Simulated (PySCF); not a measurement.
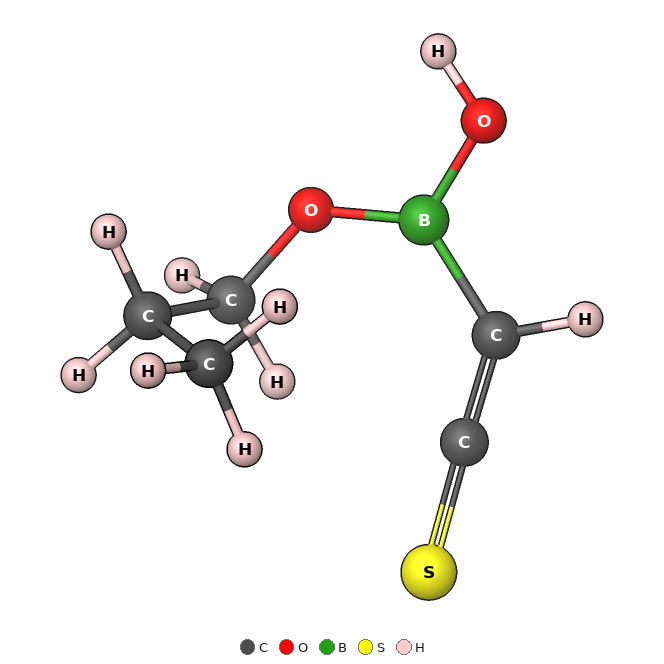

The computed structure is the end point of a GFN2-xTB optimisation. No frequency run is at hand to confirm it as a minimum. Method: PBE0/pcSseg-1, gas phase (PySCF 2.14.0).

Predict the main results.

The species is C5H9BO2S (`CCCOB(O)C=C=S`).
- dipole moment: 1.58 D
- HOMO energy (Kohn–Sham orbital): −6.75 eV
- LUMO energy (Kohn–Sham orbital): −2.12 eV
- HOMO–LUMO gap: 4.63 eV

The geometry is semi-empirical. Around B such bond lengths and angles can be off by a tenth of an ångström or more and by several degrees, and values that hang on the shape move with them.
